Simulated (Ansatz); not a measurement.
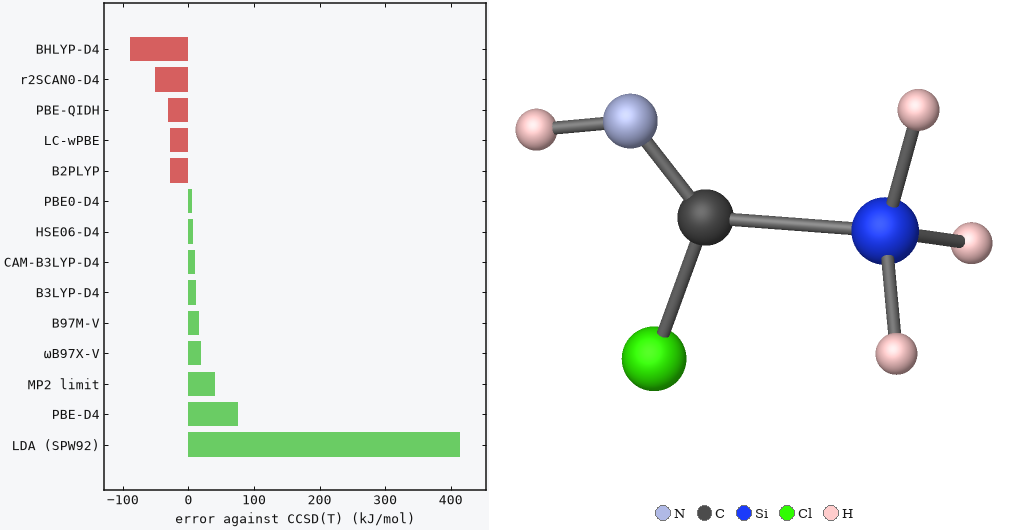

Error in the electronic atomisation energy (method less reference, so positive means overbinding) of CH₄ClNSi, SMILES N(=C(\[SiH3])Cl)/[H]: functionals in def2-TZVPP against frozen-core CCSD(T) at the limit (MP2 extrapolated from triple and quadruple zeta, plus CCSD(T) less MP2 in a smaller set), which gives 2655.1 kJ/mol, at a PBE0-D4/def2-TZVP geometry (a minimum by its frequencies), no zero-point or spin-orbit term, the Ansatz code 0.2.0. The reference leaves out core correlation, a term that grows with the number of heavy atoms. PBE-QIDH and B2PLYP hold a correlation term that converges slowly with the basis, so part of the distance to the limit is basis error. No dispersion term is added to PBE-QIDH, LC-wPBE and B2PLYP. Limit means the basis limit.

**What range do the values span?**

From −88.4 kJ/mol (BHLYP-D4) to 413.9 kJ/mol (LDA (SPW92)).

**Which of these levels overbind, and which underbind?**

Overbind: MP2 limit, PBE-D4 and LDA (SPW92). Underbind: BHLYP-D4, r2SCAN0-D4, PBE-QIDH, LC-wPBE and B2PLYP. Within 20 kJ/mol of zero, too close to call in view of what the reference leaves out: PBE0-D4, HSE06-D4, CAM-B3LYP-D4, B3LYP-D4, B97M-V and ωB97X-V.
